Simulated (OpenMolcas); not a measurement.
# singlet C2H4NOSi+: levels of theory compared

Aim: a comparison of 6 runs (HF/STO-3G, HF/3-21G, M06-2X/def2-SVP, M06-L/def2-SVP, PBE0/def2-SVP, SVWN5/def2-SVP) of singlet C2H4NOSi+. 

The calculation is run with OpenMolcas 26.06.

## (1) Starting point

C2H4NOSi+: 9 atoms, total charge +1, spin state singlet. SMILES of the parent species: `C[SiH]N=C=O`. The shape is that of a PBE0-D4/def2-TZVP optimisation. This is one conformer, not always the lowest. That shape belongs to the parent species and isn't relaxed for this state.

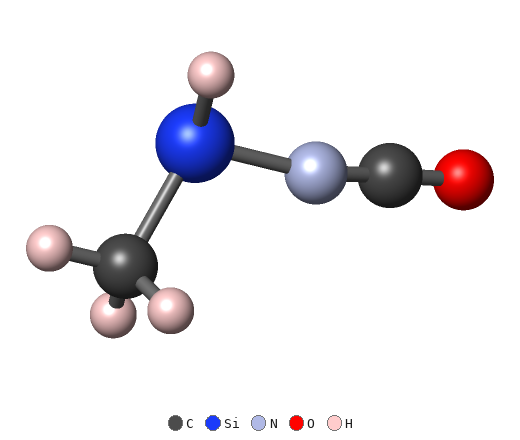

Viewed from a chosen angle; carbon dark grey, silicon blue, nitrogen light blue, oxygen red, hydrogen pink.

## (2) The energy at HF/STO-3G (run 1)

Contents of job.inp:

```
* C2H4NOSi Hartree-Fock
>>> EXPORT MOLCAS_PRINT=2

&GATEWAY
  BASLIB=$CurrDir
  COORD
  9
  angstrom
  C       -0.230800       0.936500       1.233300
  Si      -0.019100       0.717300      -0.606900
  N        0.147000      -0.951200      -0.966600
  C       -0.027700      -2.022300      -1.465700
  O       -0.174100      -3.081100      -1.930900
  H        0.625000       0.510600       1.765400
  H       -1.138100       0.442600       1.585600
  H       -0.298200       1.998600       1.479400
  H        1.204500       1.402700      -1.110500
  BASIS=STO-3G
  GROUP=NoSym

&SEWARD

&SCF
  CHARGE=1
  THRESHOLDS=1e-10 1e-07 1e-07 1e-05
  PRORBITALS=1
```

The basis set STO-3G is read from a file made from the Basis Set Exchange's data (not shown).

Launch:

```bash
$ export MOLCAS_MEM=1860
$ pymolcas job.inp > job.log
```

The log of the run:

```text
--- Start Module: gateway ---
[...]
--- Stop Module: gateway /rc=_RC_ALL_IS_WELL_ ---
--- Start Module: seward ---
[...]
      Basis functions           33
--- Stop Module: seward /rc=_RC_ALL_IS_WELL_ ---
[...]
--- Start Module: scf ---
[...]
       Convergence after  20 Iterations
[...]
::    Total SCF energy                               -490.0874982680
[...]
      Total spin, S                                     0.0000000000
[...]
      Total electronic charge=   44.000000
      Total            charge=    1.000000
[...]
      Dipole Moment (debye):
      Origin of the operator (angstrom)=   -0.0461   -0.5950   -0.7027
                   X= -9.5387E-01               Y=  5.8092E+00               Z=  5.5614E-01           Total=  5.9132E+00
      Center of Charge (angstrom)
[...]
--- Stop Module: scf /rc=_RC_ALL_IS_WELL_ ---
[...]
```

Wall time 3.9 s (1 thread of AMD EPYC 7R43 (Zen 3), shared host); peak memory 0.37 GiB.

## (3) A single-point energy at HF/3-21G (run 2)

Contents of test.inp:

```
* C2H4NOSi Hartree-Fock
&gateway
baslib = $CurrDir
coord
9
angstrom
C       -0.230800       0.936500       1.233300
Si      -0.019100       0.717300      -0.606900
N        0.147000      -0.951200      -0.966600
C       -0.027700      -2.022300      -1.465700
O       -0.174100      -3.081100      -1.930900
H        0.625000       0.510600       1.765400
H       -1.138100       0.442600       1.585600
H       -0.298200       1.998600       1.479400
H        1.204500       1.402700      -1.110500
basis = 3-21G
group = NoSym
&seward
&scf
charge = 1
thresholds = 1e-10 1e-07 1e-07 1e-05
prorbitals = 1 1
```

The basis set 3-21G is read from a file made from the Basis Set Exchange's data (not shown).

Launch:

```bash
$ export MOLCAS_MEM=1860
$ pymolcas test.inp > test.log
```

The log of the run:

```text
--- Start Module: gateway ---
[...]
--- Stop Module: gateway /rc=_RC_ALL_IS_WELL_ ---
--- Start Module: seward ---
[...]
      Basis functions           57
--- Stop Module: seward /rc=_RC_ALL_IS_WELL_ ---
[...]
--- Start Module: scf ---
[...]
       Convergence after  19 Iterations
[...]
::    Total SCF energy                               -493.3545612521
[...]
      Total spin, S                                     0.0000000000
[...]
      Total electronic charge=   44.000000
      Total            charge=    1.000000
[...]
      Dipole Moment (debye):
      Origin of the operator (angstrom)=   -0.0461   -0.5950   -0.7027
                   X= -1.1979E+00               Y=  6.8221E+00               Z=  1.2292E+00           Total=  7.0347E+00
      Center of Charge (angstrom)
[...]
--- Stop Module: scf /rc=_RC_ALL_IS_WELL_ ---
[...]
```

It took 5.4 s on 1 thread of AMD EPYC 7R43 (Zen 3), shared host; peak memory 0.39 GiB.

## (4) The energy at M06-2X/def2-SVP (run 3)

Contents of run.inp:

```
&gateway
baslib
$CurrDir
coord
9
angstrom
C       -0.230800       0.936500       1.233300
Si      -0.019100       0.717300      -0.606900
N        0.147000      -0.951200      -0.966600
C       -0.027700      -2.022300      -1.465700
O       -0.174100      -3.081100      -1.930900
H        0.625000       0.510600       1.765400
H       -1.138100       0.442600       1.585600
H       -0.298200       1.998600       1.479400
H        1.204500       1.402700      -1.110500
basis
def2-SVP
group
NoSym
&seward
gridinput
Grid=UltraFine
End of Grid
&scf
charge
1
ksdft
M062X
thresholds
1e-10 1e-07 1e-07 1e-05
prorbitals
1 1
```

The basis set def2-SVP is read from a file made from the Basis Set Exchange's data (not shown).

Launch:

```bash
$ export MOLCAS_MEM=1860
$ pymolcas run.inp > run.log
```

The log of the run:

```text
--- Start Module: gateway ---
[...]
--- Stop Module: gateway /rc=_RC_ALL_IS_WELL_ ---
--- Start Module: seward ---
[...]
      Basis functions           94
--- Stop Module: seward /rc=_RC_ALL_IS_WELL_ ---
[...]
--- Start Module: scf ---
[...]
       Convergence after  19 Iterations
[...]
::    Total KS-DFT energy                            -497.4370939380
[...]
      Total spin, S                                     0.0000000000
[...]
      Total electronic charge=   44.000000
      Total            charge=    1.000000
[...]
      Dipole Moment (debye):
      Origin of the operator (angstrom)=   -0.0461   -0.5950   -0.7027
                   X= -7.5933E-01               Y=  6.0229E+00               Z=  1.5257E+00           Total=  6.2594E+00
      Center of Charge (angstrom)
[...]
--- Stop Module: scf /rc=_RC_ALL_IS_WELL_ ---
[...]
```

Run time: 69 s. Hardware: 1 thread of AMD EPYC 7R43 (Zen 3), shared host; peak memory 0.52 GiB.

Runs 4 to 5 aren't shown in full; the table further down has their settings and results.

## (5) A single-point energy at SVWN5/def2-SVP (run 6)

Contents of test.input:

```
* C2H4NOSi Kohn-Sham DFT

&GATEWAY
 BasLib
 $CurrDir
 Coord
 9
 angstrom
 C       -0.230800       0.936500       1.233300
 Si      -0.019100       0.717300      -0.606900
 N        0.147000      -0.951200      -0.966600
 C       -0.027700      -2.022300      -1.465700
 O       -0.174100      -3.081100      -1.930900
 H        0.625000       0.510600       1.765400
 H       -1.138100       0.442600       1.585600
 H       -0.298200       1.998600       1.479400
 H        1.204500       1.402700      -1.110500
 Basis
 def2-SVP
 Group
 NoSym

&SEWARD
 GridInput
 Grid=UltraFine
 End of Grid

&SCF
 Charge
 1
 KSDFT
 SVWN5
 Thresholds
 1e-10 1e-07 1e-07 1e-05
 PrOrbitals
 1
```

The basis set def2-SVP is read from a file made from the Basis Set Exchange's data (not shown).

Launch:

```bash
$ export MOLCAS_MEM=1860
$ pymolcas test.input > test.log
```

The log of the run:

```text
--- Start Module: gateway ---
[...]
--- Stop Module: gateway /rc=_RC_ALL_IS_WELL_ ---
--- Start Module: seward ---
[...]
      Basis functions           94
--- Stop Module: seward /rc=_RC_ALL_IS_WELL_ ---
[...]
--- Start Module: scf ---
[...]
       Convergence after  24 Iterations
[...]
::    Total KS-DFT energy                            -494.7030422004
[...]
      Total spin, S                                     0.0000000000
[...]
      Total electronic charge=   44.000000
      Total            charge=    1.000000
[...]
      Dipole Moment (debye):
      Origin of the operator (angstrom)=   -0.0461   -0.5950   -0.7027
                   X= -5.3946E-01               Y=  5.2466E+00               Z=  1.6096E+00           Total=  5.5144E+00
      Center of Charge (angstrom)
[...]
--- Stop Module: scf /rc=_RC_ALL_IS_WELL_ ---
[...]
```

Wall time 44 s (1 thread of AMD EPYC 7R43 (Zen 3), shared host); peak memory 0.52 GiB.

## (6) All runs side by side

| run | level | integration grid | energy (Eh) | HOMO energy (eV) | LUMO energy (eV) | HOMO–LUMO gap (eV) | wall time |
| --- | --- | --- | --- | --- | --- | --- | --- |
| 1 | HF/STO-3G | – | -490.087498 | -14.88 | -4.49 | 10.40 | 3.9 s |
| 2 | HF/3-21G | – | -493.354561 | -17.07 | -6.94 | 10.13 | 5.4 s |
| 3 | M06-2X/def2-SVP | UltraFine | -497.437094 | -15.41 | -9.17 | 6.24 | 69 s |
| 4 | M06-L/def2-SVP | UltraFine | -497.532477 | -13.17 | -10.59 | 2.57 | 78 s |
| 5 | PBE0/def2-SVP | UltraFine | -497.190474 | -14.19 | -10.00 | 4.19 | 47 s |
| 6 | SVWN5/def2-SVP | UltraFine | -494.703042 | -12.98 | -10.84 | 2.14 | 44 s |

## (7) Results

| quantity | value |
| --- | --- |
| run 6: total energy | -494.70304 Eh |
| run 6: HOMO energy | -12.98 eV |
| run 6: LUMO energy | -10.84 eV |
| run 6: HOMO–LUMO gap | 2.14 eV |

**Reading.** The HOMO–LUMO gap runs from 2.14 eV (SVWN5/def2-SVP) to 10.40 eV (HF/STO-3G). The two ends differ in method and basis. Totals of different functionals can't be ranked against each other. In run 1 the basis is minimal, so the values are rough. All runs together took 4.1 min, the longest 78 s.
